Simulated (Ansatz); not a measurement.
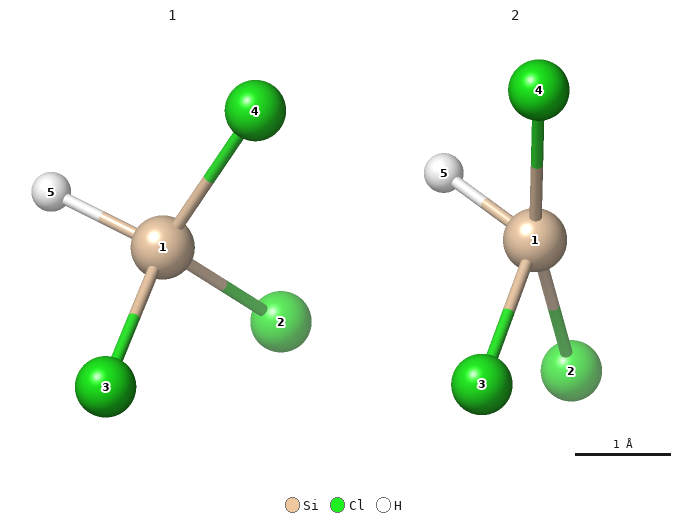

Two geometries of SiHCl₃, drawn at one scale. One is the start of a relaxation, the other its converged end. A ball-and-stick model, seen from a free direction.

Method: RKS PBE0-D4/def2-TZVP in Ansatz 0.2.0. Settings: force threshold 0.005 eV/Å; at most 200 steps.

Q: Which of the two is the end point?

A: Structure 1 is the relaxed one. It is one of the separated reactants of a reaction. The largest move after the best rigid fit is that of Cl2, 0.83 Å. By element the largest moves are Cl 0.83 Å, H 0.58 Å, Si 0.32 Å. Among the contacts that change: Si1–Cl2 2.275 → 2.030 Å, Si1–Cl4 2.167 → 2.030 Å, Si1–Cl3 2.040 → 2.030 Å, Si1–H5 1.465 → 1.469 Å. Among the angles between lasting bonds that change: Cl2–Si1–Cl4 166.1° → 109.5°, Cl2–Si1–H5 87.1° → 109.4°, Cl4–Si1–H5 93.4° → 109.4°. The energy falls by 2.188 eV in 7 geometry steps. The largest force component goes from 2.2 to 0.00026 eV/Å.
